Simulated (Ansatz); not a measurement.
```xyz
11

B    -0.8051    1.3055    0.0782
Si    0.4730    0.7921   -1.3206
S     0.7384    0.2780    0.8378
C     0.1097   -1.4169    0.8699
H    -0.7189    2.4393    0.4519
H    -1.8226    0.6914    0.2122
H     1.6429    1.6090   -1.7302
H     0.4982   -0.5094   -2.0378
H    -0.3700   -1.5747    1.8355
H     0.9413   -2.1094    0.7477
H    -0.6216   -1.5618    0.0762
```

Geometry: PBE0-D4/def2-TZVP.

All numbers below come from RKS PBE0-D4/def2-TZVPP (Ansatz).

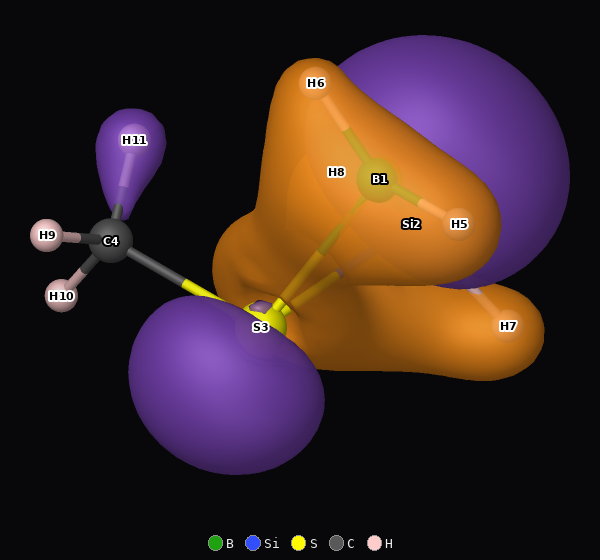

CH7BSSi. The HOMO at ±0.1 Å⁻³ᐟ² (orange and purple are the two phases), seen from one side.

Describe this orbital and give its energy.

Its weight (Hirshfeld) is mainly on Si2 (about 40 %), B1 (about 25 %) and S3 (about 20 %). Its energy is −6.98 eV.
